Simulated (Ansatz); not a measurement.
**NbB2 (P6/mmm): cell relaxations under several functionals**

Wanted for NbB2 (P6/mmm): cell relaxations under several functionals.

The COD entry's cell or inner coordinates are ideal or old and differ from later refinements, so a difference from it is no clean test against experiment.

Program: Ansatz 0.2.0 through its Python package. The levels of theory stand in the script. These are calculated values, not measurements.

## (1) The structure

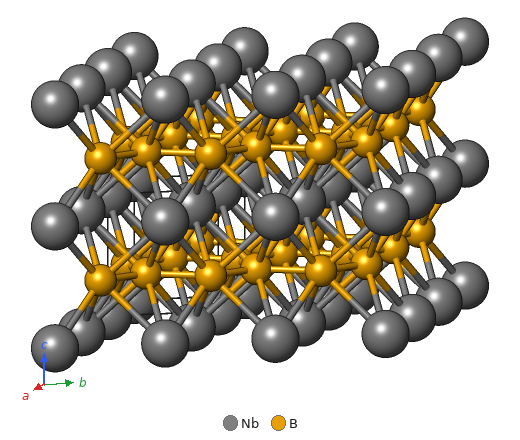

The starting structure, viewed slightly off an axis; niobium grey, boron amber. 3×3×2 cells are drawn. Atoms on cell faces are repeated.

The script holds or builds the structure itself.

## (2) The script

lattice_nbb2.py reads:

```python
"""How the lattice of NbB2 depends on the functional."""

import ansatz as az
import numpy as np
from pymatgen.core import Lattice, Structure
from pymatgen.io.ase import AseAtomsAdaptor

def edges_and_angles(cell):
    cell = np.asarray(cell)
    a, b, c = np.linalg.norm(cell, axis=1)
    cosines = cell[1] @ cell[2] / (b * c), cell[0] @ cell[2] / (a * c), cell[0] @ cell[1] / (a * b)
    return (a, b, c, *np.degrees(np.arccos(cosines)))


def main() -> None:
    pmg_structure = Structure(
        Lattice([(3.086, 0.0, 0.0), (-1.543, 2.672554, 0.0), (0.0, 0.0, 3.306)]),
        ["Nb", "B", "B"],
        [
            (0.0, 0.0, 0.0),
            (1 / 3, 2 / 3, 0.5),
            (2 / 3, 1 / 3, 0.5),
        ],
    )
    structure = az.Crystal.from_ase(AseAtomsAdaptor.get_atoms(pmg_structure))

    base = (
        structure.calculation()
        .occupations(az.OccupationsMethod.FERMI_DIRAC, width=100 * az.meV)
        .kpoints(density=3.7)
        .relax(cell=True, force_tolerance=0.02)
    )

    levels = [("pbesol", "d3bj"), ("pbesol", "none"), ("lda", "none")]
    print("level            a       b       c    alpha   beta  gamma  V/atom  steps")
    for name, dispersion in levels:
        seen = []
        run = base.functional(name, dispersion=dispersion).session().plan()
        out = run.execute(on_event=lambda e: seen.append(e) if e["event"] == "relax_step" else None)
        cell = out.lattice.cell_ang
        label = name if dispersion == "none" else f"{name}+{dispersion}"
        print("{:13s} {:7.4f} {:7.4f} {:7.4f} {:6.2f} {:6.2f} {:6.2f}".format(label, *edges_and_angles(cell)), f"{abs(np.linalg.det(cell)) / len(out.lattice.sites):7.3f} {len(seen):5d}")


if __name__ == "__main__":
    main()
```

## (3) The input behind the calls

The package turns the script's settings into the engine's input (first run):

```yaml
crystal:
  lattice:
    - [3.086, 0.0, 0.0]
    - [-1.543, 2.672554, 0.0]
    - [0.0, 0.0, 3.306]
  atoms:
    - { symbol: Nb, position: [0.0, 0.0, 0.0] }
    - { symbol: B, position: [0.3333333333333333, 0.6666666666666666, 0.5] }
    - { symbol: B, position: [0.6666666666666666, 0.3333333333333333, 0.5] }
kpoints:
  mp_grid:
    kspacing: 0.27027027027027023
hamiltonian:
  xc: pbesol
  dispersion: d3bj
scf:
  occupations:
    method: fermi_dirac
    width: 0.1
relax:
  f_tol: 0.02
  cell: {}
```

## (4) The run

Run with:

```
$ python lattice_nbb2.py
```

What it wrote:

```text
level            a       b       c    alpha   beta  gamma  V/atom  steps
DeckWarning: basis.ecutwfc = 420 eV, auto-derived from the records' recommended cutoffs: set by Nb (normal level)
pbesol+d3bj    3.0720  3.0720  3.2603  90.00  90.00 120.00   8.882     5
pbesol         3.0945  3.0945  3.2923  90.00  90.00 120.00   9.101     6
lda            3.0732  3.0732  3.2793  90.00  90.00 120.00   8.941     5
```

(Warnings from the package without file and line.)

Wall time 18 s (1 thread of Arm Neoverse V2, shared host); peak memory 0.45 GiB.

## (5) Inputs of later runs

The engine's inputs for the other runs:

Run 2, against run 1:

```diff
@@ -15 +15 @@
-  dispersion: d3bj
+  dispersion: none
```

Run 3, against run 1:

```diff
@@ -14,2 +14,2 @@
-  xc: pbesol
-  dispersion: d3bj
+  xc: lda
+  dispersion: none
```

Lines on the test bed's own set-up are left out of the output.

## (6) What each run gave

The 3 runs, in the order started:

| run | functional | dispersion | energy (eV/atom) | final volume (Å³/atom) | pressure (GPa) | SCF cycles in all | CPU time (s) |
| --- | --- | --- | --- | --- | --- | --- | --- |
| 1 | pbesol | d3bj | -1601.4729 | 8.88 | -0.04 | 32 | 5.2 |
| 2 | pbesol | none | -1601.0575 | 9.10 | 0.01 | 39 | 6.3 |
| 3 | lda | none | -1581.5054 | 8.94 | -0.04 | 32 | 5 |

Energies are free energies F = E - TS of the smeared occupations. Totals under unlike functionals or potentials can't be compared directly.

## (7) How the relaxation of run 1 went

The steps of the relaxation:

| step | energy from step 1 (eV/cell) | largest force component (eV/Å) | pressure (GPa) | volume (Å³) |
| --- | --- | --- | --- | --- |
| 1 | 0.0000 | 0.0000 | -6.84 | 27.27 |
| 2 | -0.0144 | 0.0000 | 1.58 | 26.51 |
| 3 | -0.0153 | 0.0000 | -0.12 | 26.65 |
| 4 | -0.0153 | 0.0000 | -0.01 | 26.65 |
| 5 | -0.0146 | 0.0000 | -0.04 | 26.65 |

Step 1 is the start. Step 5 repeats the geometry before it on a plane-wave basis chosen anew for that cell, so its energy need not be comparable with the rows above.

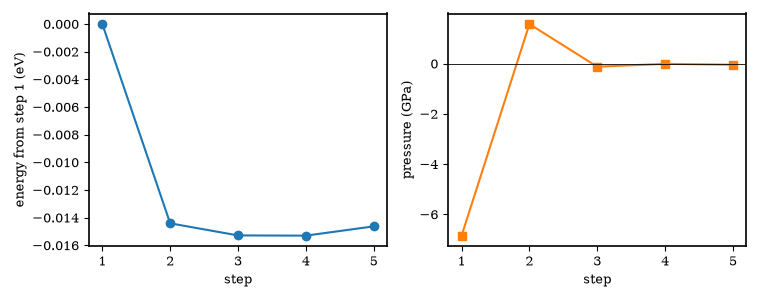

Energy and pressure along the relaxation.

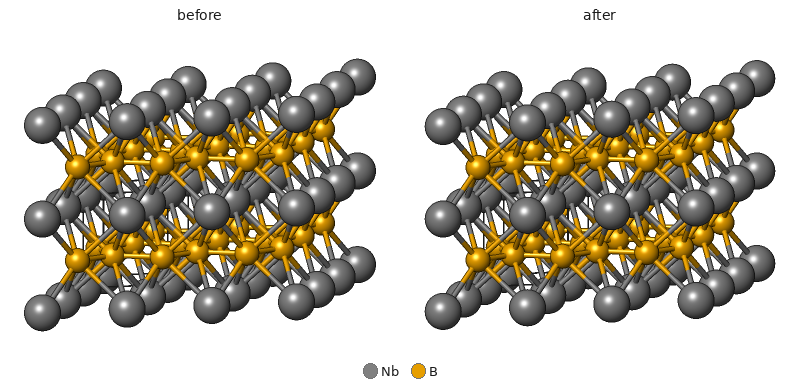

The structure before (left) and after (right) the relaxation, drawn at the same scale. The change is too small to see at this scale.

|  | before | after | change |
| --- | --- | --- | --- |
| a (Å) | 3.086 | 3.072 | -0.5 % |
| b (Å) | 3.086 | 3.072 | -0.5 % |
| c (Å) | 3.306 | 3.260 | -1.4 % |
| volume (Å³/atom) | 9.09 | 8.88 | -2.3 % |
| shortest distance (Å) | 1.782 | 1.774 | -0.5 % |
| space group (0.01 Å) | P6/mmm | P6/mmm | same |

The run keeps the 24 symmetry operations of the start, so it could not have lowered the symmetry.

## (8) Path of the relaxation of run 3

Relaxation path:

| step | E - E(step 1) (eV/cell) | largest force component (eV/Å) | pressure (GPa) | volume (Å³) |
| --- | --- | --- | --- | --- |
| 1 | 0.0000 | 0.0000 | -4.96 | 27.27 |
| 2 | -0.0074 | 0.0000 | 0.99 | 26.73 |
| 3 | -0.0077 | 0.0000 | -0.07 | 26.83 |
| 4 | -0.0077 | 0.0000 | -0.01 | 26.82 |
| 5 | -0.0072 | 0.0000 | -0.04 | 26.82 |

Step 1 is the start. Step 5 repeats the geometry before it on a plane-wave basis chosen anew for that cell, so its energy need not be comparable with the rows above.

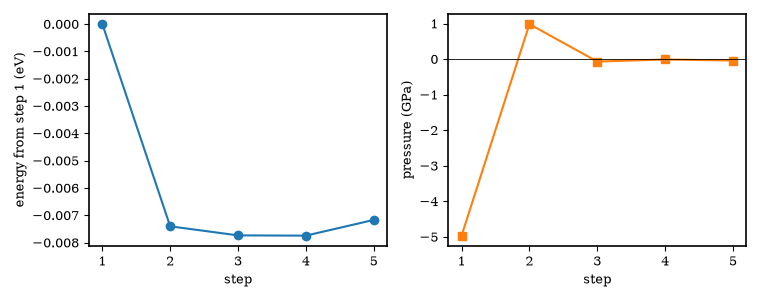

Energy and pressure along the relaxation.

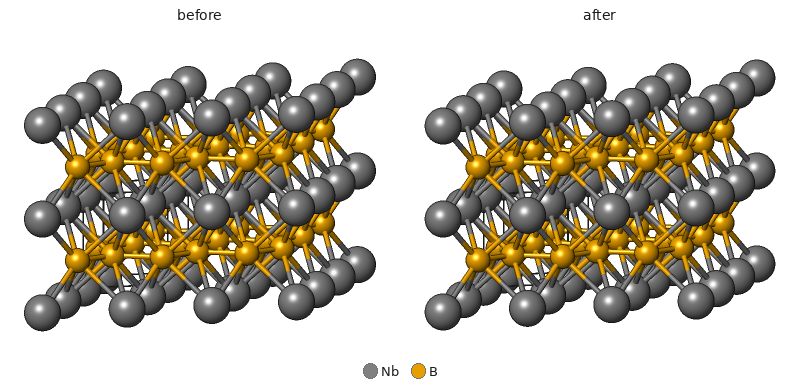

The structure before (left) and after (right) the relaxation, drawn at the same scale. The change is too small to see at this scale.

|  | before | after | change |
| --- | --- | --- | --- |
| a (Å) | 3.086 | 3.073 | -0.4 % |
| b (Å) | 3.086 | 3.073 | -0.4 % |
| c (Å) | 3.306 | 3.279 | -0.8 % |
| volume (Å³/atom) | 9.09 | 8.94 | -1.6 % |
| shortest distance (Å) | 1.782 | 1.774 | -0.4 % |
| space group (0.01 Å) | P6/mmm | P6/mmm | same |

The run keeps the 24 symmetry operations of the start, so it could not have lowered the symmetry.

## (9) Results

```
      quantity                                        value
 runs compared                                            3
relaxed volume  8.88 (pbesol d3bj) to 9.10 Å³/atom (pbesol)
```

What this shows: From smallest to largest: PBEsol+D3BJ (8.88 Å³ an atom, -2.3 % against the start), LDA (8.94 Å³ an atom, -1.6 % against the start) and PBEsol (9.10 Å³ an atom, +0.1 % against the start). The spread is 2.5 % in volume. In run 1, over 3 moves the cell shrank by 2.3 % in volume, and the space group stayed P6/mmm. In run 3, over 3 moves the cell shrank by 1.6 % in volume, and the space group stayed P6/mmm. What to keep in mind:
- No spin polarisation was allowed.
- Forces vanish by symmetry, so the ions can't move, and the end may be a saddle.
- For a metal this k-point mesh is coarse: on a finer one energies can move by several to tens of meV an atom and pressures by half a GPa or more, differences at one mesh by less.
- Of the deposited cell: the entry's cell lengths or inner coordinates differ somewhat from later room-temperature determinations.
